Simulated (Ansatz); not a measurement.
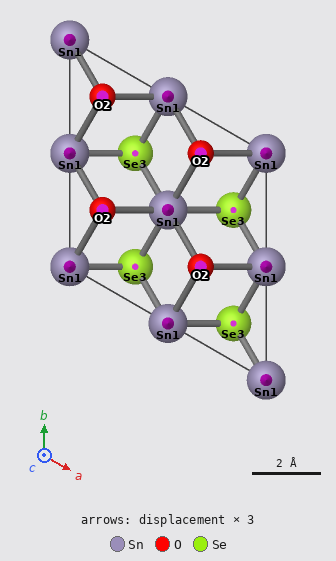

This is a relaxation of a slab of composition SnSeO. The starting structure is drawn; purple arrows show the displacements (the part carried along by the change of the cell is left out), magnified 3 times.

The picture is a ball-and-stick view of the 2 × 2 repeat of the cell, outlined in the plane, without the vacuum, seen along the c axis.

Level of theory: Ansatz 0.2.0, DFT, PBE, plane waves, PAW.

Input file:
```yaml
crystal:
  lattice:
    - [3.38347589, 0.0, 0.0]
    - [-1.691737945, 2.9301760738, 0.0]
    - [0.0, 0.0, 18.0]
  atoms:
    - { symbol: Sn, position: [0.0, 0.0, 0.5] }
    - { symbol: O, position: [0.3333333333, 0.6666666667, 0.5763797179] }
    - { symbol: Se, position: [0.6666666667, 0.3333333333, 0.4236202821] }
  periodic: [true, true, false]
kpoints:
  mp_grid: { grid: [12, 12, 1] }
hamiltonian:
  xc: pbe
scf:
  occupations: { method: fermi_dirac, width: 0.02 }
relax:
  f_tol: 0.005
  cell: {}
output:
  write_density: true
  write_potential: true
  elf: true
  volumetric_format: npy
```

Q: What happened in the run?

A: Sn1 moves most relative to the cell and the layer's centre: 0.26 Å along the normal (+c). By element the largest moves are Sn 0.26 Å, O 0.21 Å, Se 0.05 Å. In the plane the drawn cell goes a 6.767 → 7.100 Å (+4.9 %), b 6.767 → 7.100 Å (+4.9 %). Among the contacts that change: Sn1–Se3 2.389 → 2.650 Å, Sn1–O2 2.389 → 2.242 Å. Among the angles between lasting bonds that change: O2–Sn1–Se3 180.0° → 164.6°, O2–Sn1–O2 90.2° → 104.7°, Sn1–O2–Sn1 90.2° → 104.7°. After 8 accepted moves (10 points after the start) the energy has fallen by 1.796 eV per cell of the calculation. The largest force component goes from 8.9 to 0.0018 eV/Å. At 2 points the geometry stayed and the basis and grid were re-selected for the new cell (energy shift of 15.1 meV per cell of the calculation at most each time). The program noted that it reset the height of the cell.
